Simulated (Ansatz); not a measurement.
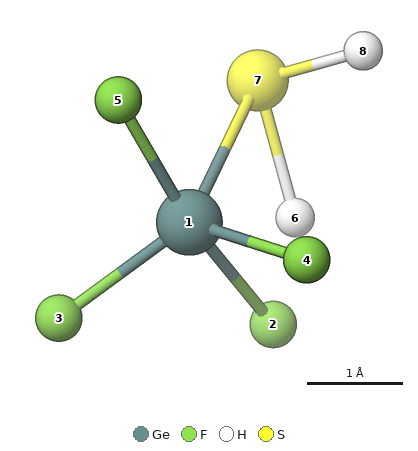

**Figure 1.** The structure as given in the input (ball-and-stick view, seen at a tilt; atoms are numbered from 1 in the order of the input). Sticks mark near contacts.

**Phonon calculation of GeH2SF4**

GeH2SF4, computed with RKS PBE0-D4/def2-SVP (Ansatz 0.2.0).

It belongs to a series of runs on one base structure; here: vibrations at the highest image of the band. Figures and captions count atoms from 1; the log counts them from 0 in places.

Output
```
Engine: ansatz 0.2.0, aarch64-unknown-linux-gnu
Functional definition: PBE0
  parameter a = 0.25
  parameter kappa = 0.804
  parameter beta = 0.06672455060314922
  exchange = (1 - a)*pbe_x(kappa = kappa, mu = beta*pi^2/3) + a*exact_x
  correlation = pbe_c(beta = beta)
1174 factors; integrals over basis functions are off by at most 3.1e-4 eV
mean field evaluation 1: about -78210.6959 eV, gradient 5.9e1 eV
mean field evaluation 2: about -78201.8755 eV, gradient 9.8e1 eV
mean field evaluation 4: about -78216.1789 eV, gradient 3.4e0 eV
mean field evaluation 8: about -78216.2206 eV, gradient 5.5e-2 eV
mean field -78216.22056128 eV, -2874.3930887684 hartree, gradient 7.1e-5 eV, S^2 0.000000; 0 other end points of the search recorded, 0 dependent functions left out
the calculation of the forces begins
reference -78216.22058320 eV, -2874.3930895740 hartree; 43, 43 occupied and 73, 73 virtual orbitals, 1174 factors
these checks for a lower state are left out or cut short: stability, starts, cluster_reference, orbital_swaps, neighbouring_geometries, increment
1174 factors; integrals over basis functions are off by at most 3.1e-4 eV
mean field evaluation 16: about -78216.1995 eV, gradient 2.9e-1 eV
mean field -78216.22046853 eV, -2874.3930853602 hartree, gradient 1.8e-6 eV, S^2 0.000000; 0 other end points of the search recorded, 0 dependent functions left out
[... from here on the field's lines of each further geometry are left out, up to the last ...]
the calculation of the forces begins
reference -78216.22051658 eV, -2874.3930871258 hartree; 43, 43 occupied and 73, 73 virtual orbitals, 1174 factors
these checks for a lower state are left out or cut short: stability, starts, cluster_reference, orbital_swaps, neighbouring_geometries, increment
1174 factors; integrals over basis functions are off by at most 3.1e-4 eV
mean field -78216.22049930 eV, -2874.3930864908 hartree, gradient 1.9e-6 eV, S^2 0.000000; 0 other end points of the search recorded, 0 dependent functions left out
the calculation of the forces begins
reference -78216.22052121 eV, -2874.3930872961 hartree; 43, 43 occupied and 73, 73 virtual orbitals, 1174 factors
WARN: phonons: modes at or below zero, which the zero-point energy, F, S and C_V leave out: 1, the lowest at -713.42 cm⁻¹. A minimum has none, and a first-order saddle one
Total energy: -78216.38111974 eV, -2874.3989891832 hartree
Atom 0 at    -0.551116    -0.432191    -0.251401 Å, force     0.009741    -0.009022    -0.009071 eV/Å
Atom 1 at     1.122150    -1.095375     0.407306 Å, force    -0.011210     0.003444     0.000890 eV/Å
Atom 2 at    -0.530767    -1.666839    -1.437108 Å, force     0.001937     0.002015     0.001939 eV/Å
Atom 3 at    -1.254249    -0.728670     1.284242 Å, force    -0.002975    -0.000465     0.000033 eV/Å
Atom 4 at    -1.821716     0.528137    -0.932568 Å, force    -0.000684     0.001424     0.008544 eV/Å
Atom 5 at     1.560362     0.135326     0.276531 Å, force    -0.000502     0.007262    -0.002564 eV/Å
Atom 6 at     0.977127     1.418641    -0.270875 Å, force     0.003241    -0.005764     0.001972 eV/Å
Atom 7 at     0.498308     1.841071     0.923871 Å, force     0.000452     0.001107    -0.001744 eV/Å
Dipole moment:     0.582585     0.641974     0.227827 e Å
Vibrations: -713.42 45.28 135.81 219.61 239.27 279.38 306.34 340.77 343.02 477.86 608.80 623.75 721.03 758.14 792.26 1151.28 1609.37 2698.89 cm⁻¹, zero-point energy 0.703663 eV
```

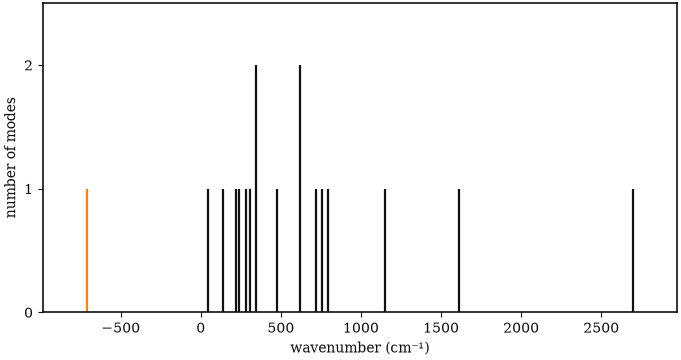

**Figure 2.** Harmonic vibrational wavenumbers from the force constants; neighbouring modes closer than 16 cm⁻¹ are counted in one stick, and imaginary ones are drawn at negative wavenumbers. 18 modes from 713i to 2699 cm⁻¹, 1 imaginary beyond 8i (713i cm⁻¹): a first-order saddle point, if the geometry is stationary.

The run was set up as follows.

Input
```yaml
crystal:
  periodic: [false, false, false]
  atoms:
    - { symbol: Ge, position_ang: [-0.551116, -0.432191, -0.251401] }
    - { symbol: F, position_ang: [1.12215, -1.095375, 0.407306] }
    - { symbol: F, position_ang: [-0.530767, -1.666839, -1.437108] }
    - { symbol: F, position_ang: [-1.254249, -0.72867, 1.284242] }
    - { symbol: F, position_ang: [-1.821716, 0.528137, -0.932568] }
    - { symbol: H, position_ang: [1.560362, 0.135326, 0.276531] }
    - { symbol: S, position_ang: [0.977127, 1.418641, -0.270875] }
    - { symbol: H, position_ang: [0.498308, 1.841071, 0.923871] }
basis:
  gaussian: { orbitals: def2-SVP }
hamiltonian:
  xc: pbe0
  dispersion: d4
phonons: {}
```

Run as:
```bash
ansatz run input.yaml --threads 2 --pin off --max-ram 3072MiB --backend cpu --events-out ev --progress --plain --runs-dir out
```

Key numbers

- outcome: converged
- total energy: −78216.3811 eV
- mean-field energy: −78216.2206 eV
- largest force (length of the vector): 0.016 eV/Å
- hardware: 2 threads of Arm Neoverse V1, 24 GiB of memory available, shared host
- wall time: 1.9 min (CPU time 3.7 min)
- peak memory: 0.31 GiB
